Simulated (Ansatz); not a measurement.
# Geometry relaxation, with input and output: SiH₆S (part 2 of 2)

SiH₆S; RKS r2SCAN/def2-TZVP (Ansatz 0.2.0). It belongs to a series of runs on one base structure; here: end point B relaxed.

Geometry of the input (Å):
```
Si -0.5117  -0.1709  -0.3745
H  0.1465  0.5489  2.1086
H  0.6973  -0.7605  0.2378
H  -0.2882  1.2814  -0.5631
H  -0.7678  -0.8082  -1.6850
S  -2.2118  -0.5418  0.8962
H  -2.9857  -0.9616  -0.1167
H  -0.4528  0.5400  2.4877
```

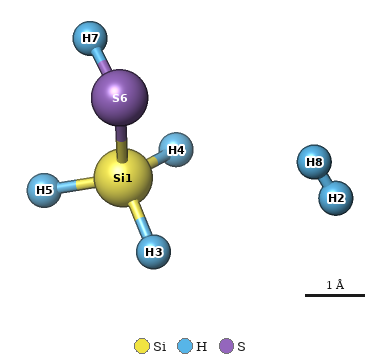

The geometry at step 13 of the log (ball-and-stick view, seen at a tilt; atoms are numbered from 1 in the order of the input).

Trajectory as extended XYZ, continued
```
8
Properties=species:S:1:pos:R:3:forces:R:3 step=4 energy=-18809.58537
Si   -0.5553   -0.2507   -0.5112   -0.0919  -0.0228  -0.0723
H     0.3587    0.7444    2.5752   -0.0253   0.0056   0.0302
H     0.6514   -0.8455    0.1101    0.0063   0.0360  -0.0211
H    -0.3696    1.2153   -0.6497    0.0212  -0.0053   0.0237
H    -0.7854   -0.8259   -1.8599    0.0271  -0.0211   0.0315
S    -2.2160   -0.7389    0.7575   -0.4279  -0.1261  -0.3840
H    -3.1160   -0.9095   -0.2587    0.4521   0.1279   0.4089
H    -0.3421    0.7380    2.8278    0.0385   0.0058  -0.0169
8
Properties=species:S:1:pos:R:3:forces:R:3 step=5 energy=-18809.59514
Si   -0.5697   -0.2584   -0.5148    0.0057  -0.0259   0.0089
H     0.3732    0.7575    2.6022   -0.0120   0.0040   0.0217
H     0.6466   -0.8390    0.1007    0.0052   0.0185  -0.0117
H    -0.3856    1.2081   -0.6502   -0.0125   0.0003   0.0056
H    -0.7926   -0.8407   -1.8610    0.0086  -0.0075   0.0173
S    -2.2243   -0.7656    0.7554   -0.2256  -0.0548  -0.3280
H    -3.0907   -0.8799   -0.2840    0.2083   0.0600   0.2979
H    -0.3311    0.7453    2.8428    0.0222   0.0054  -0.0117
8
Properties=species:S:1:pos:R:3:forces:R:3 step=6 energy=-18809.61535
Si   -0.6000   -0.2901   -0.5451   -0.0731   0.0121   0.0185
H     0.4974    0.7499    2.7494    0.0011   0.0064   0.0109
H     0.6134   -0.7206    0.1803    0.0288  -0.0224   0.0218
H    -0.5657    1.1818   -0.7322   -0.0042   0.0051  -0.0003
H    -0.6592   -0.9370   -1.8771    0.0101  -0.0176  -0.0249
S    -2.2612   -0.9147    0.6602    0.0613  -0.0045  -0.0378
H    -3.1626   -0.7024   -0.3142   -0.0199   0.0186   0.0136
H    -0.2364    0.7603    2.8698   -0.0042   0.0023  -0.0017
8
Properties=species:S:1:pos:R:3:forces:R:3 step=7 energy=-18809.62104
Si   -0.6056   -0.3328   -0.5905    0.0306  -0.0002  -0.0303
H     0.5128    0.8042    2.8605    0.0031   0.0084   0.0075
H     0.6064   -0.7576    0.1443    0.0184  -0.0134  -0.0057
H    -0.6172    1.1454   -0.7263   -0.0144  -0.0059   0.0058
H    -0.6178   -0.9380   -1.9451    0.0183   0.0137  -0.0131
S    -2.2402   -1.0497    0.5840   -0.0607   0.0159   0.0274
H    -3.1838   -0.5693   -0.2463    0.0102  -0.0129   0.0153
H    -0.2288    0.8249    2.9104   -0.0054  -0.0056  -0.0070
8
Properties=species:S:1:pos:R:3:forces:R:3 step=8 energy=-18809.62238
Si   -0.6030   -0.3442   -0.5929    0.0088   0.0193  -0.0021
H     0.5085    0.8545    2.8738    0.0017   0.0069   0.0065
H     0.6122   -0.8017    0.1187   -0.0072  -0.0025   0.0032
H    -0.6044    1.1370   -0.6903    0.0088  -0.0059  -0.0051
H    -0.6251   -0.9122   -1.9638   -0.0103  -0.0002   0.0013
S    -2.2432   -1.0545    0.5842    0.0026  -0.0180   0.0052
H    -3.1857   -0.5717   -0.2444   -0.0002   0.0058  -0.0008
H    -0.2336    0.8199    2.9058   -0.0044  -0.0054  -0.0081
8
Properties=species:S:1:pos:R:3:forces:R:3 step=9 energy=-18809.59783 accepted=F
Si   -0.5977   -0.3889   -0.6227    0.0523   0.0288  -0.0257
H     0.4954    0.9918    2.9665   -0.7561  -0.1560  -0.0691
H     0.6226   -0.9079    0.0474   -0.0699   0.0438  -0.0377
H    -0.5995    1.1008   -0.6201    0.0228  -0.1089  -0.0036
H    -0.6233   -0.8640   -2.0359   -0.0340   0.0335   0.1181
S    -2.2277   -1.1582    0.5374   -0.5439   0.4219  -0.4716
H    -3.1930   -0.4787   -0.1767    0.5768  -0.4161   0.4266
H    -0.2511    0.8323    2.8952    0.7519   0.1530   0.0629
8
Properties=species:S:1:pos:R:3:forces:R:3 step=10 energy=-18809.62177 accepted=F
Si   -0.5985   -0.3496   -0.5932    0.0098  -0.0250   0.0082
H     0.4953    0.9223    2.9004   -0.3352  -0.0523  -0.0074
H     0.6176   -0.8534    0.0897   -0.0372   0.0250  -0.0105
H    -0.5716    1.1340   -0.6552    0.0085  -0.0223   0.0025
H    -0.6513   -0.8837   -1.9785   -0.0123   0.0111   0.0264
S    -2.2383   -1.0639    0.5880    0.0676  -0.0131  -0.0022
H    -3.1804   -0.5746   -0.2346   -0.0325   0.0240  -0.0210
H    -0.2470    0.7961    2.8744    0.3312   0.0527   0.0041
8
Properties=species:S:1:pos:R:3:forces:R:3 step=11 energy=-18809.62314
Si   -0.5999   -0.3467   -0.5938    0.0023  -0.0032  -0.0016
H     0.4993    0.8838    2.8927   -0.1040  -0.0046   0.0035
H     0.6153   -0.8215    0.1068   -0.0058   0.0002  -0.0040
H    -0.5889    1.1351   -0.6779    0.0017  -0.0031   0.0024
H    -0.6384   -0.9008   -1.9702   -0.0016   0.0023   0.0047
S    -2.2369   -1.0632    0.5854    0.0092  -0.0020   0.0003
H    -3.1817   -0.5657   -0.2317   -0.0025   0.0048   0.0005
H    -0.2432    0.8063    2.8797    0.1006   0.0057  -0.0057
8
Properties=species:S:1:pos:R:3:forces:R:3 step=12 energy=-18809.62322
Si   -0.5964   -0.3503   -0.5948    0.0037  -0.0038  -0.0003
H     0.4855    0.9137    2.9133   -0.2485  -0.0377  -0.0189
H     0.6199   -0.8392    0.0943   -0.0073   0.0029  -0.0069
H    -0.5777    1.1322   -0.6650    0.0031  -0.0062   0.0011
H    -0.6471   -0.8917   -1.9762   -0.0023   0.0037   0.0102
S    -2.2295   -1.0672    0.5899    0.0002   0.0022  -0.0116
H    -3.1776   -0.5565   -0.2162    0.0068   0.0003   0.0099
H    -0.2513    0.7861    2.8456    0.2444   0.0386   0.0166
8
Properties=species:S:1:pos:R:3:forces:R:3 step=13 energy=-18809.62436
Si   -0.5943   -0.3514   -0.5931   -0.0049   0.0028  -0.0106
H     0.4734    0.9263    2.9201   -0.0759  -0.0116  -0.0068
H     0.6242   -0.8412    0.0911   -0.0099  -0.0018  -0.0001
H    -0.5751    1.1310   -0.6619    0.0037  -0.0035   0.0030
H    -0.6491   -0.8905   -1.9749    0.0001   0.0013   0.0042
S    -2.2278   -1.0678    0.5916    0.0272  -0.0143   0.0182
H    -3.1759   -0.5493   -0.2074   -0.0116   0.0143  -0.0129
H    -0.2498    0.7701    2.8254    0.0713   0.0127   0.0049
8
Properties=species:S:1:pos:R:3:forces:R:3 step=14 energy=-18809.62512
Si   -0.5868   -0.3608   -0.6509    0.0077   0.0103  -0.0190
H     0.3996    0.9734    3.0887    0.0040   0.0027   0.0017
H     0.6544   -0.8460   -0.0059   -0.0017   0.0024   0.0106
H    -0.5544    1.1192   -0.7639   -0.0002  -0.0117   0.0075
H    -0.7007   -0.9370   -2.0143   -0.0136  -0.0011   0.0122
S    -2.1723   -1.0249    0.6258   -0.0005  -0.0030  -0.0187
H    -3.1513   -0.5216   -0.1474    0.0110   0.0019   0.0109
H    -0.2627    0.7248    2.8588   -0.0068  -0.0016  -0.0054
8
Properties=species:S:1:pos:R:3:forces:R:3 step=15 energy=-18809.62413 accepted=F
Si   -0.5916   -0.3520   -0.5948   -0.0140  -0.0059   0.0040
H     0.4677    0.9250    2.9170   -0.1688  -0.0306  -0.0184
H     0.6273   -0.8427    0.0882   -0.0055  -0.0023  -0.0090
H    -0.5731    1.1305   -0.6607    0.0031  -0.0038   0.0003
H    -0.6535   -0.8912   -1.9760    0.0125   0.0061  -0.0035
S    -2.2218   -1.0725    0.5917    0.0252  -0.0078   0.0246
H    -3.1706   -0.5403   -0.1970   -0.0171   0.0126  -0.0143
H    -0.2588    0.7705    2.8227    0.1647   0.0317   0.0164
8
Properties=species:S:1:pos:R:3:forces:R:3 step=16 energy=-18809.62503 accepted=F
Si   -0.5882   -0.3566   -0.6232   -0.0021   0.0022  -0.0056
H     0.4309    0.9498    3.0027    0.0845   0.0282   0.0220
H     0.6419   -0.8449    0.0403    0.0002  -0.0007  -0.0001
H    -0.5630    1.1247   -0.7116    0.0026  -0.0036   0.0028
H    -0.6786   -0.9142   -1.9953    0.0038   0.0019  -0.0047
S    -2.1952   -1.0504    0.6088    0.0074  -0.0095   0.0166
H    -3.1593   -0.5277   -0.1686   -0.0086   0.0088  -0.0057
H    -0.2628    0.7466    2.8379   -0.0878  -0.0273  -0.0252
8
Properties=species:S:1:pos:R:3:forces:R:3 step=17 energy=-18809.62495 accepted=F
Si   -0.5780   -0.3620   -0.6496   -0.0320  -0.0256   0.0105
H     0.3761    0.9758    3.0770   -0.1222  -0.0463  -0.0476
H     0.6621   -0.8497   -0.0044    0.0091  -0.0032  -0.0198
H    -0.5504    1.1184   -0.7487    0.0003  -0.0043  -0.0023
H    -0.7114   -0.9354   -2.0119    0.0350   0.0200  -0.0075
S    -2.1585   -1.0454    0.6223   -0.0181   0.0200   0.0125
H    -3.1364   -0.4911   -0.1167    0.0080  -0.0083   0.0096
H    -0.2778    0.7165    2.8230    0.1198   0.0477   0.0446
8
Properties=species:S:1:pos:R:3:forces:R:3 step=18 energy=-18809.62547
Si   -0.5831   -0.3615   -0.6458   -0.0072  -0.0011  -0.0012
H     0.3939    0.9704    3.0674   -0.0033   0.0009  -0.0006
H     0.6561   -0.8486    0.0015    0.0030  -0.0019  -0.0035
H    -0.5540    1.1190   -0.7468    0.0006  -0.0056   0.0016
H    -0.7006   -0.9312   -2.0112    0.0071   0.0054   0.0000
S    -2.1697   -1.0390    0.6218   -0.0030   0.0010   0.0023
H    -3.1459   -0.5078   -0.1355    0.0021   0.0010   0.0042
H    -0.2709    0.7260    2.8396    0.0008   0.0002  -0.0028
8
Properties=species:S:1:pos:R:3:forces:R:3 step=19 energy=-18809.62549
Si   -0.5791   -0.3652   -0.6509   -0.0097  -0.0021   0.0088
H     0.3717    0.9787    3.0796   -0.1013  -0.0387  -0.0402
H     0.6634   -0.8547   -0.0116    0.0031  -0.0051  -0.0091
H    -0.5491    1.1155   -0.7468   -0.0003  -0.0027  -0.0012
H    -0.7070   -0.9310   -2.0169    0.0105   0.0059   0.0001
S    -2.1576   -1.0430    0.6269   -0.0141   0.0100  -0.0080
H    -3.1373   -0.4904   -0.1115    0.0126  -0.0075   0.0121
H    -0.2793    0.7173    2.8222    0.0992   0.0402   0.0373
8
Properties=species:S:1:pos:R:3:forces:R:3 step=20 energy=-18809.62578
Si   -0.5781   -0.3655   -0.6425   -0.0060   0.0001   0.0102
H     0.3727    0.9740    3.0519   -0.0358  -0.0110  -0.0130
H     0.6626   -0.8595   -0.0032    0.0029  -0.0062  -0.0085
H    -0.5484    1.1157   -0.7268   -0.0001   0.0000  -0.0010
H    -0.7007   -0.9204   -2.0132    0.0090   0.0036  -0.0041
S    -2.1607   -1.0526    0.6249   -0.0158   0.0093  -0.0052
H    -3.1370   -0.4866   -0.1076    0.0118  -0.0084   0.0110
H    -0.2847    0.7221    2.8075    0.0340   0.0125   0.0105
8
Properties=species:S:1:pos:R:3:forces:R:3 step=21 energy=-18809.62610
Si   -0.5740   -0.3673   -0.6289   -0.0002   0.0009   0.0014
H     0.3593    0.9775    3.0118    0.0263   0.0136   0.0099
H     0.6654   -0.8778    0.0002   -0.0015  -0.0028  -0.0036
H    -0.5397    1.1151   -0.6885    0.0019  -0.0016   0.0019
H    -0.6959   -0.8976   -2.0095    0.0026   0.0027  -0.0027
S    -2.1602   -1.0687    0.6261   -0.0234   0.0134  -0.0115
H    -3.1334   -0.4767   -0.0908    0.0219  -0.0145   0.0159
H    -0.2958    0.7226    2.7704   -0.0276  -0.0117  -0.0113
```

Key numbers

| quantity | value |
| --- | --- |
| outcome | converged |
| total energy | −18809.6261 eV |
| mean-field energy | −18809.6261 eV |
| largest force (length of the vector) at the end | 0.032 eV/Å |
| hardware | 4 threads of Arm Neoverse V1, 24 GiB of memory available, shared host |
| wall time | 27 s (CPU time 99 s) |
| peak memory | 0.19 GiB |
